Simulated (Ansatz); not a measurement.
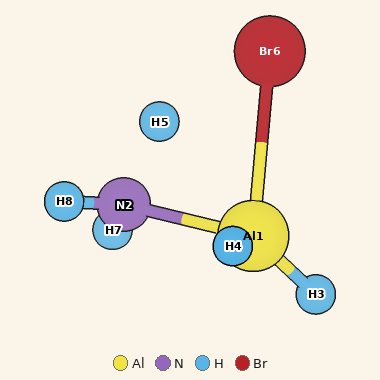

The system is the reacting system AlBrH5N (fragments AlH₅N + Br where the first distance is long, AlBrH₂ + H₃N where the second is long); the picture shows the reference structure. 
- The first coordinate is: distance Al1–Br6 (bond that forms); the second: distance Al1–N2 (bond that breaks).
- Relaxed at each point: all other coordinates.
- The grid has 9 × 9 points.
- Points are written as (first, second).
- Energies: kcal/mol, counted from a guessed transition structure relaxed with its forming and breaking bonds held.
- The reference is spin-restricted, so regions where a bond is pulled apart into radicals lie too high.
- Theory: RKS PBE0-D4/def2-SVP in Ansatz.

Its coordinates:

```xyz
8

Al   -0.9138   -0.7791   -0.2666
N     0.5393    0.9239   -0.2737
H    -0.5418   -1.7737   -1.4306
H    -2.3198   -0.2503    0.2087
H     1.0237    0.3186    0.8122
Br    0.7193   -1.2782    1.9670
H     1.2648    0.9755   -0.9875
H     0.2282    1.8631   -0.0296
```

Range: distance Al1–Br6 (bond that forms) from 2.169 to 3.669 Å; distance Al1–N2 (bond that breaks) from 1.728 to 2.928 Å.

What will the energy surface look like?

The lowest grid point is at (2.280 Å, 2.080 Å), −37.9 kcal/mol from a guessed transition structure relaxed with its forming and breaking bonds held. No other kind of well shows on this grid. The highest grid point, (3.669 Å, 2.928 Å), lies 77.9 kcal/mol above the lowest.

| second ↓, first → | 2.169 | 2.280 | 2.434 | 2.609 | 2.800 | 3.003 | 3.216 | 3.438 | 3.669 |
| --- | --- | --- | --- | --- | --- | --- | --- | --- | --- |
| 2.928 | −17.2 | −19.4 | −16.8 | −9.6 | 0.2 | 11.0 | 21.5 | 31.2 | 40.0 |
| 2.744 | −21.1 | −23.5 | −21.2 | −14.3 | −4.8 | 5.6 | 15.7 | 25.1 | 33.5 |
| 2.566 | −25.4 | −28.0 | −26.0 | −19.5 | −10.3 | −0.1 | 9.6 | 18.5 | 26.5 |
| 2.395 | −29.6 | −32.5 | −30.8 | −24.6 | −15.8 | −6.0 | 3.4 | 11.9 | 19.3 |
| 2.233 | −33.0 | −36.1 | −34.8 | −28.9 | −20.5 | −11.2 | −2.2 | 5.8 | 12.7 |
| 2.080 | −34.5 | −37.9 | −36.8 | −31.4 | −23.3 | −14.5 | −6.0 | 1.5 | 7.6 |
| 1.940 | −32.6 | −36.2 | −35.5 | −30.3 | −22.7 | −14.3 | −6.4 | 0.3 | 5.5 |
| 1.817 | −26.0 | −29.8 | −29.3 | −24.5 | −17.2 | −9.4 | −2.2 | 3.6 | 6.6 |
| 1.728 | −16.4 | −20.3 | −20.0 | −15.5 | −8.6 | −1.2 | 5.3 | 8.5 | 8.6 |

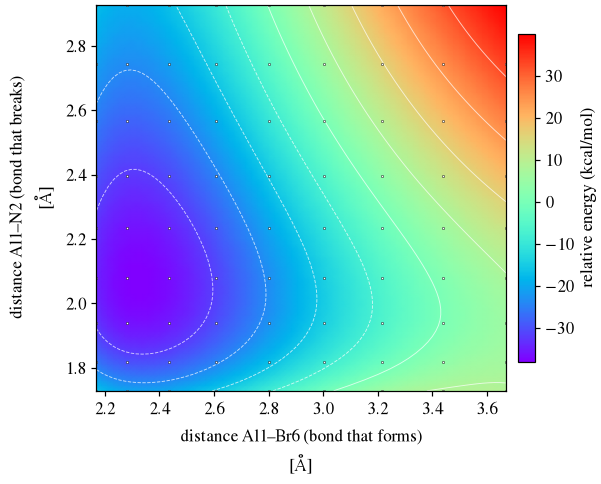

Drawn: a smooth colour map with a few white contour lines, dots at the grid points. Between grid points the surface is interpolated.

Each point was launched as `ansatz run input.yaml --threads 1 --pin off --max-ram 2560MiB --backend cpu --events-out ev --progress --plain --runs-dir out`. Time for the 81 points that were run: 19 min on 1 thread of Arm Neoverse V2, on a shared host.
